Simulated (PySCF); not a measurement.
**C₂H₆ClSi₄ (doublet): density, localisation and related maps**

```yaml
atoms:
  - { symbol: C, position_ang: [3.5516, 0.5277, -1.3821] }
  - { symbol: C, position_ang: [2.6239, 0.4584, -0.5964] }
  - { symbol: Si, position_ang: [1.3315, -0.1068, 0.5820] }
  - { symbol: Si, position_ang: [-0.2388, -1.7641, -0.0983] }
  - { symbol: Si, position_ang: [-1.8432, -0.0892, -0.5475] }
  - { symbol: Si, position_ang: [-0.3985, 1.5800, 0.3484] }
  - { symbol: Cl, position_ang: [-0.9924, 2.1442, 2.2343] }
  - { symbol: H, position_ang: [1.9357, -0.3052, 1.9131] }
  - { symbol: H, position_ang: [-0.6634, -2.7440, 0.9160] }
  - { symbol: H, position_ang: [0.1466, -2.6134, -1.2312] }
  - { symbol: H, position_ang: [-3.1675, -0.1496, 0.0840] }
  - { symbol: H, position_ang: [-2.1477, 0.1864, -1.9570] }
  - { symbol: H, position_ang: [-0.1422, 2.8761, -0.2832] }
```

Geometry: GFN2-xTB.

Level of theory: PySCF, UKS B3LYP, pcH-1 on C Cl H Si, non-relativistic, mean-field spin-orbit, GIAO.

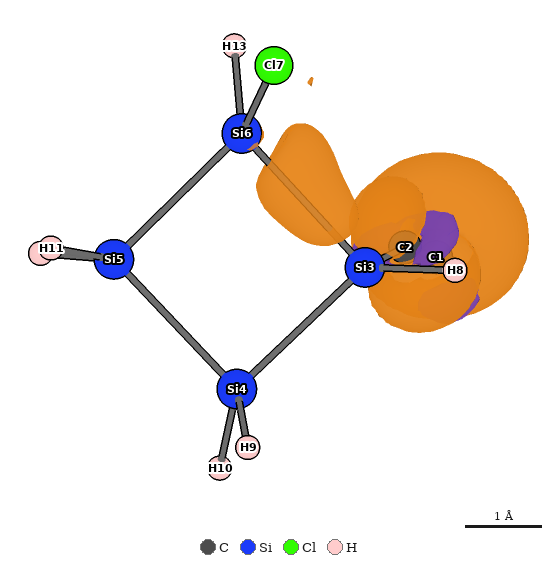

Figure 1. Isosurfaces of the spin density (α minus β) at +0.02 (orange) and −0.02 e/Å³ (purple), seen at a tilt.

Describe the spin distribution.

Answer. The unpaired spin (1 electron) lies mostly on C1 (about 0.7) and C2 (about 0.2), in electrons by Hirshfeld's partition.

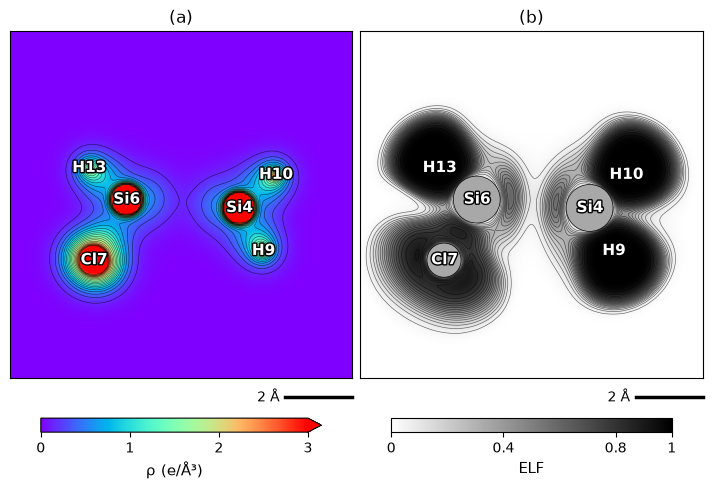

Figure 2. (a) electron density; (b) ELF on the plane of atoms H9, Si4 and H10. Grey discs cover the atomic cores in the ELF map.

What does the map show?

Answer. Atoms in the plane: Si, Cl and H. Si–Cl (2.06 Å): ρ is about 0.88 e/Å³ halfway; the ELF peaks at about 0.85 between the atoms: a polar covalent bond. Si–H (1.46 Å): ρ is about 0.83 e/Å³ halfway; the ELF climbs to about 1 towards the hydrogen, as it does in any bond to H. The ELF also peaks beside Cl7, away from the bonds: non-bonding electrons, paired or unpaired.

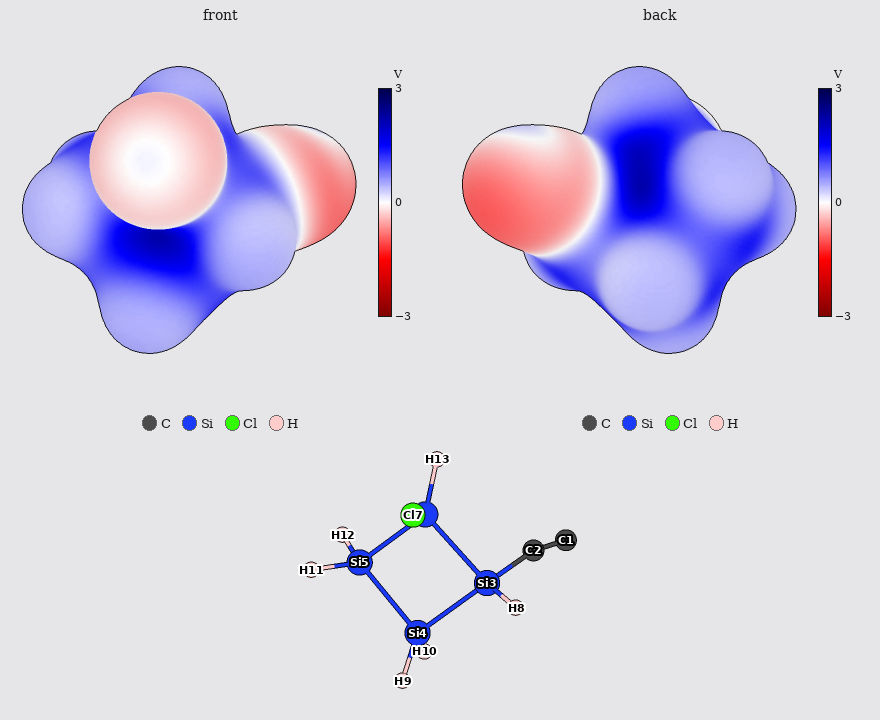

Figure 3. The electrostatic potential painted on the density surface at 0.002 e/bohr³, seen from the front and from behind; red is negative and blue positive. The bare structure is drawn below in the same view.

Which sites attract a positive test charge, and which a negative one?

Answer. A positive charge is drawn to the negative regions and a negative charge to the positive ones. The most negative region (about −0.9 V) lies over C1, the most positive (about +2.1 V) over Si3, Si4, Si5 and Si6.
